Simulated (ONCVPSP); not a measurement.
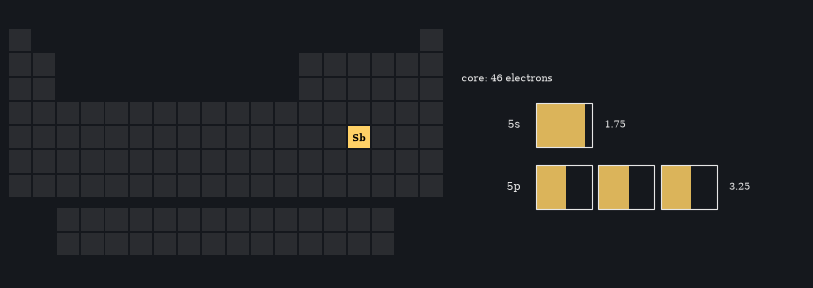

Figure 1. Left, the place of antimony in the periodic table; right, the valence shells of the reference configuration: a box for each of the 2l + 1 orbitals, shaded by the share of the shell that is filled, with the electron count at the right.

# Run report: Sb, pseudopotential generation

- system: antimony (Sb, Z = 51), core [Kr] 4d10, reference valence 5s1.75 5p3.25, valence charge 5.
- method: ONCV potential, LDA (Perdew-Zunger), scalar-relativistic, made with ONCVPSP 4.0.1

**The input**
```
# ATOM AND REFERENCE CONFIGURATION
# atsym  z   nc   nv     iexc    psfile
  Sb 51.00    9    2        3      upf
#
#   n    l    f
    1    0    2.00
    2    0    2.00
    2    1    6.00
    3    0    2.00
    3    1    6.00
    3    2   10.00
    4    0    2.00
    4    1    6.00
    4    2   10.00
    5    0    1.75
    5    1    3.25
#
# PSEUDOPOTENTIAL AND OPTIMIZATION
# lmax
    2
#
#   l,   rc,      ep,       ncon, nbas, qcut
    0    1.50    0.00    5    8    4.30
    1    2.00    0.00    3    7    3.70
    2    1.80    0.43    4    7    5.90
#
# LOCAL POTENTIAL
# lloc, lpopt,  rc(5),   dvloc0
    4    3    1.35   -1.00
#
# VANDERBILT-KLEINMAN-BYLANDER PROJECTORs
# l, nproj, debl
    0    2    4.00
    1    3    0.60
    2    3    1.70
#
# MODEL CORE CHARGE
# icmod, fcfact, rcfact
    3    5.00    1.45
#
# LOG DERIVATIVE ANALYSIS
# epsh1, epsh2, depsh
   -2.00    5.00    0.02
#
# OUTPUT GRID
# rlmax, drl
    6.00    0.01
#
# TEST CONFIGURATIONS
# ncnf
    4
# nvcnf
#   n    l    f
    2
    5    0    2.00
    5    1    3.00
#
    2
    5    0    2.00
    5    1    2.00
#
    2
    5    0    2.00
    5    1    1.00
#
    2
    5    0    2.00
    5    1    0.00
#
```

Hardware: 1 CPU thread, shared host.

Command:
```bash
oncvpsp.x < Sb.dat > Sb.out
```

**Log (extracts)**
```
ONCVPSP  (Optimized Norm-Conservinng Vanderbilt PSeudopotential)
scalar-relativistic version 4.0.1

#   n    l    f        energy (Ha)
    1    0    2.00    -1.1124464E+03
    2    0    2.00    -1.6932779E+02
    2    1    6.00    -1.5210508E+02
    3    0    2.00    -3.3188927E+01
    3    1    6.00    -2.7574295E+01
    3    2   10.00    -1.8980965E+01
    4    0    2.00    -5.4705276E+00
    4    1    6.00    -3.7472664E+00
    4    2   10.00    -1.2460197E+00
    5    0    1.75    -4.8861960E-01
    5    1    3.25    -1.8907705E-01

Reference configufation results
  iterations    24
  all-electron total energy (Ha)   -6.47589271D+03

Begin loop to  construct optimized pseudo wave functions
and semi-local pseudopoentials for all angular momenta

   Wellstate for l =  0  n =  7
     eigenvalue =   3.5114
     asymptotic potential =   4.0114
     half-point radius =  3.0435

Calculating optimized projector #   1

 for l=   0

    Fraction of norm inside rc  0.157580
    Optimizing pswf for qcut=   4.29 a_B^-1,  ecut=   9.21 Ha

optimize: ERROR ps0norm > uunorm, code will stop
```

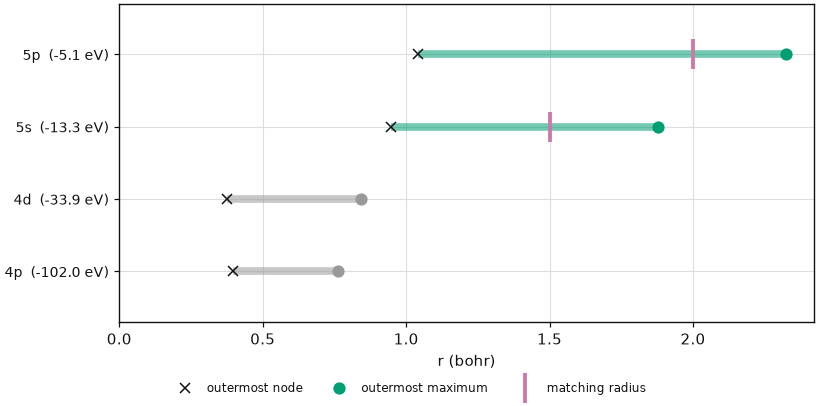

Figure 2. Outer shells of the all-electron reference atom: each bar runs from the outermost node (or the nucleus) to the outermost maximum of u(r); the tick is the radius chosen for the pseudo-wave. Shells without a tick have no pseudo-wave of their own. Levels, nodes and maxima are from ld1.x, scalar-relativistic.

- Radii against the shells: 5s: 1.50 bohr, between node and maximum; 5p: 2.00 bohr, between node and maximum.

**What the run reported**

```tsv
quantity	value
outcome	ended with an error
```

**Diagnosis**

The generator stopped with the message “optimize: ERROR ps0norm > uunorm, code will stop”. In words: the continuity conditions at rc already need more norm inside rc than the all-electron wave has, so norm conservation cannot be met. It was at work on the s channel when it stopped.
